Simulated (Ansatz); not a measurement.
# BGeH4 (doublet): correlated methods under varied settings at distance Ge1–B2 = 2.450 Å

Aim: run BGeH4 (doublet) at one geometry under a spread of methods and options, and see what each costs and gives.

Method: the settings change from run to run; program: Ansatz 0.2.0, Gaussian basis.

19 further runs of the same task are left out: 1 for a mislabelled method, 15 that didn't finish, 3 set aside as unsound or not needed.

### 1 The system

The geometry derives from a PBE0/def2-TZVP stationary point (not a proven minimum). One bond is set to the value named and the two fragments are kept rigid. No spin-orbit coupling is included. The filled d shell of Ge may be among the frozen orbitals whatever the setting's name suggests; the logs give the count.

6 atoms, charge 0, spin multiplicity 2.

Atoms are counted from 1 here; the program's logs count them from 0.

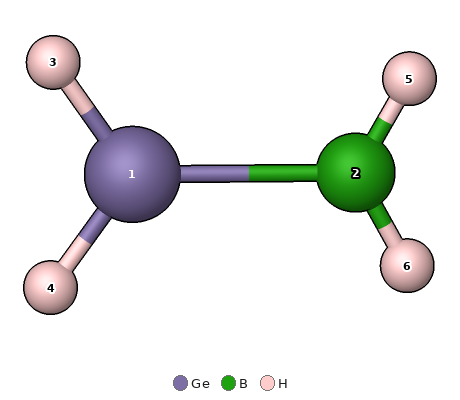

The structure; germanium purple, boron green, hydrogen pink; atoms are numbered from 1 in the order of the file.

### 2 HF/cc-pVDZ

The input, in.yaml:

```yaml
crystal:
  periodic: [false, false, false]
  atoms:
    - {symbol: Ge, position_ang: [0.000000, 0.000000, 0.352190]}
    - {symbol: B, position_ang: [0.000000, 0.000000, -2.097810]}
    - {symbol: H, position_ang: [0.000000, 1.255258, 1.236837]}
    - {symbol: H, position_ang: [0.000000, -1.255258, 1.236837]}
    - {symbol: H, position_ang: [0.000000, 1.042369, -2.677219]}
    - {symbol: H, position_ang: [0.000000, -1.042369, -2.677219]}
basis:
  gaussian: {orbitals: cc-pVDZ, point_charges: [{charge: 0.50, position_ang: [3.018, -0.654, 0.285]}]}
magnetization: {spin_polarized: false, initial_magnetization: 1}
hamiltonian: {xc: hf}
output: {orbitals: {seedname: orbitals}}
```

On the command line:

```console
ansatz run in.yaml --threads 1 --pin off --events-out ev --progress --plain --max-ram 2393MiB
```

Log:

```text
Functional definition: HF
  name "HF"
  cite "Fock, Z. Phys. 61, 126 (1930) doi:10.1007/BF01340294"
  parent pbe
  exchange = exact_x
  correlation = 0
632 factors; integrals over basis functions are off by at most 1.2e-3 eV
mean field evaluation 1: about -57204.2818 eV, gradient 1.2e1 eV
mean field evaluation 2: about -57204.2990 eV, gradient 1.2e1 eV
mean field evaluation 4: about -57205.3010 eV, gradient 1.0e0 eV
mean field evaluation 8: about -57205.3137 eV, gradient 1.3e-1 eV
mean field evaluation 16: about -57188.1978 eV, gradient 3.4e1 eV
mean field -57205.31424500 eV, -2102.2565233489 hartree, gradient 2.6e-5 eV, S^2 0.750000; 0 other end points of the search recorded, 0 dependent functions left out
reference -57205.31424500 eV, -2102.2565233489 hartree; 21, 20 occupied and 40, 41 virtual orbitals, 632 factors
Total energy: -57205.31424500 eV, -2102.2565233489 hartree
```

Run time: 0.97 s. Hardware: 1 thread of Arm Neoverse V1, shared host.

### 3 CCSD on ROHF/def2-mTZVP

Changes to in.yaml since step 2:

```diff
@@ -10,5 +10,5 @@
 basis:
-  gaussian: {orbitals: cc-pVDZ, point_charges: [{charge: 0.50, position_ang: [3.018, -0.654, 0.285]}]}
+  gaussian: {orbitals: def2-mTZVP}
 magnetization: {spin_polarized: false, initial_magnetization: 1}
-hamiltonian: {xc: hf}
-output: {orbitals: {seedname: orbitals}}
+correlation: {method: ccsd, electrons: outside_noble_gas}
+scf: {lower_state_search: off}
```

Same command.

Log, cut to the lines that bear on the results:

```text
Functional definition: HF
  name "HF"
  cite "Fock, Z. Phys. 61, 126 (1930) doi:10.1007/BF01340294"
  parent pbe
[...]
659 factors; integrals over basis functions are off by at most 9.8e-4 eV
[...]
mean field -57205.94987916 eV, -2102.2798824738 hartree, gradient 4.1e-6 eV, S^2 0.750000; 0 other end points of the search recorded, 0 dependent functions left out
15 core orbitals not correlated: weight in the atoms' cores, before any rotation towards them, 0.999 or more for the frozen orbitals, at most 0.000 for the correlated occupied ones
reference -57205.94987916 eV, -2102.2798824738 hartree; 6, 5 occupied and 46, 47 virtual orbitals, 659 factors
second order -3.98463090 eV of doubles, -0.04638031 eV of singles
cycle   1  -4.68200312 eV  change   -6.5e-1 eV  update   7.7e-2
[...]
cycle  11  -5.00178292 eV  change   -2.0e-6 eV  update   1.2e-5
Total energy: -57210.95166208 eV, -2102.4636946058 hartree
Checks for a lower state left out: stability, starts, cluster_reference, orbital_swaps, neighbouring_geometries, increment
```

It took 1.7 s on 1 thread of Arm Neoverse V1, shared host.

From the report: correlation -5.0018 eV; T1 0.026; largest double amplitude 0.06.

### 4 BCCD(T) on UHF/cc-pVDZ

Changes to in.yaml since step 3:

```diff
@@ -10,5 +10,4 @@
 basis:
-  gaussian: {orbitals: def2-mTZVP}
-magnetization: {spin_polarized: false, initial_magnetization: 1}
-correlation: {method: ccsd, electrons: outside_noble_gas}
-scf: {lower_state_search: off}
+  gaussian: {orbitals: cc-pVDZ}
+magnetization: {spin_polarized: true, initial_magnetization: 1}
+correlation: {method: bccd_t, electrons: outside_noble_gas, diis_vectors: 12}
```

The command is unchanged.

Log, cut to the lines that bear on the results:

```text
Functional definition: HF
  name "HF"
  cite "Fock, Z. Phys. 61, 126 (1930) doi:10.1007/BF01340294"
  parent pbe
[...]
632 factors; integrals over basis functions are off by at most 1.2e-3 eV
[...]
mean field -57205.25118981 eV, -2102.2542061135 hartree, gradient 1.9e-6 eV, S^2 0.779940; 3 other end points of the search recorded, 0 dependent functions left out
determinant -57205.25118981 eV, -2102.2542061135 hartree, with singles and doubles -57210.94058900 eV, -2102.4632876775 hartree
determinant -57202.26215922 eV, -2102.1443612653 hartree, with singles and doubles -57208.37876942 eV, -2102.3691425442 hartree
determinant -57201.91443098 eV, -2102.1315824885 hartree, with singles and doubles -57207.72832595 eV, -2102.3452391878 hartree
15 core orbitals not correlated: weight in the atoms' cores, before any rotation towards them, 0.999 or more for the frozen orbitals, at most 0.000 for the correlated occupied ones
reference -57205.25118981 eV, -2102.2542061135 hartree; 6, 5 occupied and 40, 41 virtual orbitals, 632 factors
second order -4.53104687 eV of doubles, -0.00000000 eV of singles
cycle   1  -5.68244075 eV  change    7.0e-3 eV  update   1.2e-2
[...]
cycle  10  -5.67560294 eV  change    6.7e-6 eV  update   1.2e-5
perturbative correction -0.17695076 eV, -0.0065028205 hartree
Total energy: -57211.10374351 eV, -2102.4692834951 hartree
```

Run time: 7 s. Hardware: 1 thread of Arm Neoverse V1, shared host.

From the report: ⟨S²⟩ of the determinant 0.780 (pure doublet: 0.75); correlation -5.8526 eV; largest double amplitude 0.08.

### 5 CISD/STO-3G

Changes to in.yaml since step 4:

```diff
@@ -10,4 +10,4 @@
 basis:
-  gaussian: {orbitals: cc-pVDZ}
-magnetization: {spin_polarized: true, initial_magnetization: 1}
-correlation: {method: bccd_t, electrons: outside_noble_gas, diis_vectors: 12}
+  gaussian: {orbitals: STO-3G}
+magnetization: {spin_polarized: false, initial_magnetization: 1}
+correlation: {active_space: {ras: {orbitals: [10, 1, 6], electrons: 21, max_holes: 2, max_particles: 2}, fixed_orbitals: true}}
```

The command is unchanged.

Log:

```text
Functional definition: HF
  name "HF"
  cite "Fock, Z. Phys. 61, 126 (1930) doi:10.1007/BF01340294"
  parent pbe
  exchange = exact_x
  correlation = 0
290 factors; integrals over basis functions are off by at most 1.0e-4 eV
mean field evaluation 1: about -56552.8060 eV, gradient 1.2e1 eV
mean field evaluation 2: about -56552.8095 eV, gradient 1.2e1 eV
mean field evaluation 4: about -56553.8253 eV, gradient 1.9e0 eV
mean field evaluation 8: about -56553.8544 eV, gradient 1.2e-5 eV
mean field -56553.85443377 eV, -2078.3158168615 hartree, gradient 1.6e-6 eV, S^2 0.750000; 0 other end points of the search recorded, 0 dependent functions left out
reference -56553.85443377 eV, -2078.3158168615 hartree; 21, 20 occupied and 6, 7 virtual orbitals, 290 factors
state -56556.62255905 eV, -2078.4175435894 hartree
Total energy: -56556.62255905 eV, -2078.4175435894 hartree
```

Run time: 0.88 s. Hardware: 1 thread of Arm Neoverse V1, shared host.

From the report: 2,631 determinants.

### 6 CCSD(T)/def2-SVP

Changes to in.yaml since step 5:

```diff
@@ -10,4 +10,6 @@
 basis:
-  gaussian: {orbitals: STO-3G}
-magnetization: {spin_polarized: false, initial_magnetization: 1}
-correlation: {active_space: {ras: {orbitals: [10, 1, 6], electrons: 21, max_holes: 2, max_particles: 2}, fixed_orbitals: true}}
+  gaussian: {orbitals: def2-SVP}
+magnetization: {spin_polarized: true, initial_magnetization: 1}
+hamiltonian: {xc: {name: r2SCAN}}
+correlation: {method: ccsd_t, electrons: outside_noble_gas, diis_vectors: 12}
+scf: {lower_state_search: full}
```

Same command.

Log, cut to the lines that bear on the results:

```text
Functional definition: r2SCAN
  name "r2SCAN"
  cite "Furness, Kaplan, Ning, Perdew & Sun, J. Phys. Chem. Lett. 11, 8208 (2020) doi:10.1021/acs.jpclett.0c02405"
  cite "Furness, Kaplan, Ning, Perdew & Sun, J. Phys. Chem. Lett. 11, 9248 (2020) doi:10.1021/acs.jpclett.0c03077"
  parent r2scan
[...]
670 factors; integrals over basis functions are off by at most 1.2e-3 eV
[...]
mean field -57248.39829568 eV, -2103.8398330082 hartree, gradient 2.2e-6 eV, S^2 0.756205; 4 other end points of the search recorded, 0 dependent functions left out
15 core orbitals not correlated: weight in the atoms' cores, before any rotation towards them, 0.999 or more for the frozen orbitals, at most 0.000 for the correlated occupied ones
reference -57197.69830296 eV, -2101.9766426414 hartree; 6, 5 occupied and 45, 46 virtual orbitals, 670 factors
second order -4.92033322 eV of doubles, -0.30635113 eV of singles
cycle   1  -5.81049430 eV  change   -5.9e-1 eV  update   7.0e-2
[...]
cycle  11  -6.08685063 eV  change   -6.3e-6 eV  update   9.4e-6
perturbative correction -0.19459442 eV, -0.0071512130 hartree
Total energy: -57203.97974801 eV, -2102.2074814893 hartree
```

Wall time 14 s (1 thread of Arm Neoverse V1, shared host).

From the report: ⟨S²⟩ of the determinant 0.756 (pure doublet: 0.75); correlation -6.2814 eV; T1 0.024; largest double amplitude 0.08. The orbitals are Kohn-Sham ones, so correlation energy and T1 don't compare with those on Hartree-Fock orbitals.

### 7 CCSD on UHF/cc-pVDZ

Changes to in.yaml since step 6:

```diff
@@ -10,6 +10,5 @@
 basis:
-  gaussian: {orbitals: def2-SVP}
+  gaussian: {orbitals: cc-pVDZ}
 magnetization: {spin_polarized: true, initial_magnetization: 1}
-hamiltonian: {xc: {name: r2SCAN}}
-correlation: {method: ccsd_t, electrons: outside_noble_gas, diis_vectors: 12}
-scf: {lower_state_search: full}
+correlation: {method: ccsd, electrons: outside_noble_gas}
+output: {forces: true}
```

Same command.

Log, cut to the lines that bear on the results:

```text
Functional definition: HF
  name "HF"
  cite "Fock, Z. Phys. 61, 126 (1930) doi:10.1007/BF01340294"
  parent pbe
[...]
632 factors; integrals over basis functions are off by at most 1.2e-3 eV
[...]
mean field -57205.25118981 eV, -2102.2542061135 hartree, gradient 1.9e-6 eV, S^2 0.779940; 3 other end points of the search recorded, 0 dependent functions left out
determinant -57205.25118981 eV, -2102.2542061135 hartree, with singles and doubles -57210.94058900 eV, -2102.4632876775 hartree
determinant -57202.26215922 eV, -2102.1443612653 hartree, with singles and doubles -57208.37876942 eV, -2102.3691425442 hartree
determinant -57201.91443098 eV, -2102.1315824885 hartree, with singles and doubles -57207.72832595 eV, -2102.3452391878 hartree
15 core orbitals not correlated: weight in the atoms' cores, before any rotation towards them, 0.999 or more for the frozen orbitals, at most 0.000 for the correlated occupied ones
reference -57205.25118981 eV, -2102.2542061135 hartree; 6, 5 occupied and 40, 41 virtual orbitals, 632 factors
second order -4.53104687 eV of doubles, -0.00000000 eV of singles
cycle   1  -5.68945582 eV  change   -5.7e-5 eV  update   1.7e-3
[...]
cycle  10  -5.69006132 eV  change   -1.8e-6 eV  update   1.1e-6
[...]
Total energy: -57210.94125113 eV, -2102.4633120101 hartree
Atom 0 at     0.000000     0.000000     0.352190 Å, force    -0.000000     0.000000    -2.912047 eV/Å
Atom 1 at     0.000000     0.000000    -2.097810 Å, force    -0.000000     0.000000     2.860813 eV/Å
Atom 2 at     0.000000     1.255258     1.236837 Å, force     0.000000     0.184887    -0.069135 eV/Å
Atom 3 at     0.000000    -1.255258     1.236837 Å, force    -0.000000    -0.184887    -0.069135 eV/Å
Atom 4 at     0.000000     1.042369    -2.677219 Å, force     0.000000     0.379740     0.094752 eV/Å
Atom 5 at     0.000000    -1.042369    -2.677219 Å, force     0.000000    -0.379740     0.094752 eV/Å
Dipole moment:     0.000000    -0.000000    -0.058102 e Å
```

Run time: 9.5 s. Hardware: 1 thread of Arm Neoverse V1, shared host.

From the report: ⟨S²⟩ of the determinant 0.780 (pure doublet: 0.75); correlation -5.6901 eV; T1 0.029; largest double amplitude 0.08.

### 8 The runs in one table

Where basis and cores are those of an earlier UCCSDT(Q)/cc-pVDZ run (-57211.1532 eV), and the state is the same kind, the miss against it is given.

```
                                level         correlated  functions  energy (eV)  from UCCSDT(Q) (meV)    time
   HF/cc-pVDZ (beside a point charge)                            61  -57205.3142                        0.97 s
              CCSD on ROHF/def2-mTZVP  outside noble gas         67  -57210.9517                         1.7 s
               BCCD(T) on UHF/cc-pVDZ  outside noble gas         61  -57211.1037                  49.4     7 s
                          CISD/STO-3G            valence         27  -56556.6226                        0.88 s
CCSD(T)/def2-SVP (on r2SCAN orbitals)  outside noble gas         66  -57203.9797                          14 s
                  CCSD on UHF/cc-pVDZ  outside noble gas         61  -57210.9413                 211.9   9.5 s
```

### 9 Summary of results

```
quantity                                        value
    runs                                            6
quickest                          CISD/STO-3G, 0.88 s
 slowest  CCSD(T)/def2-SVP (on r2SCAN orbitals), 14 s
```

In words: Total energies in different bases, with other cores or another treatment of relativity can't be set against each other. CCSD(T)/def2-SVP (on r2SCAN orbitals) took 16 times as long as CISD/STO-3G; the jobs differ in more than the method. Among the correlated runs with a miss given, it spans +49 to +212 meV.
